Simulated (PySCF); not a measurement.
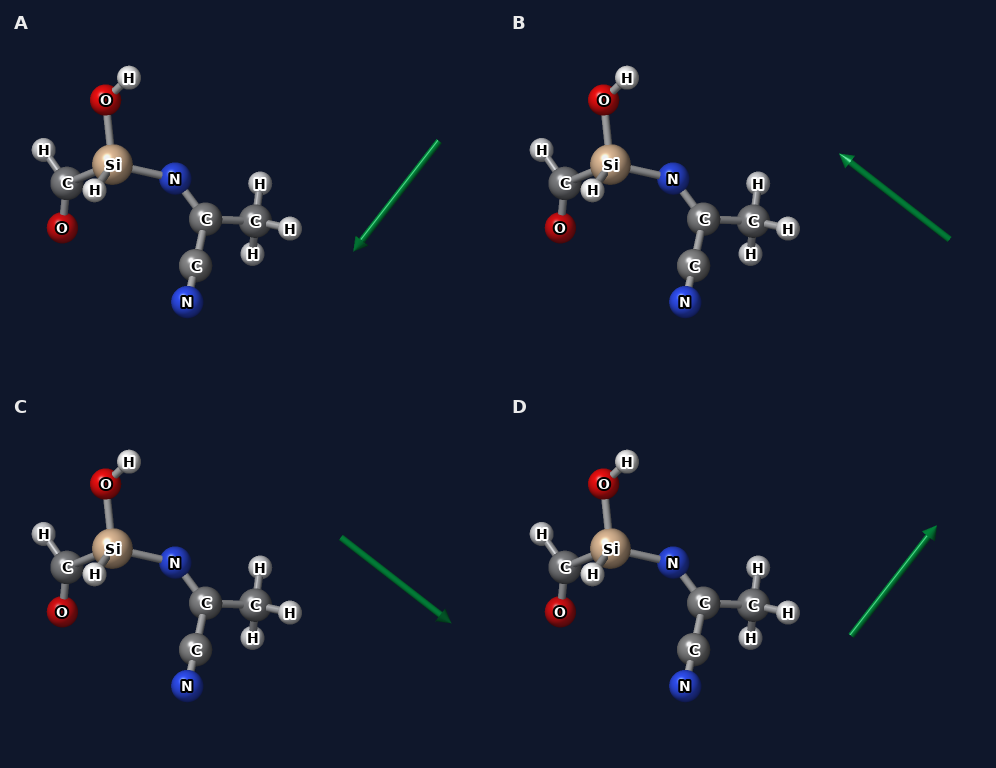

The same molecule four times, each with an arrow. Computed geometry: GFN2-xTB optimisation. No frequency run is at hand to confirm it as a minimum. Level of theory: B3LYP/def2-SVPD, gas phase (PySCF 2.14.0).

Which arrow points along the dipole moment, from the negative to the positive end?

D. The dipole moment is 4.30 D.

The geometry is semi-empirical. Around Si such bond lengths and angles can be off by a tenth of an ångström or more and by several degrees, and values that hang on the shape move with them.
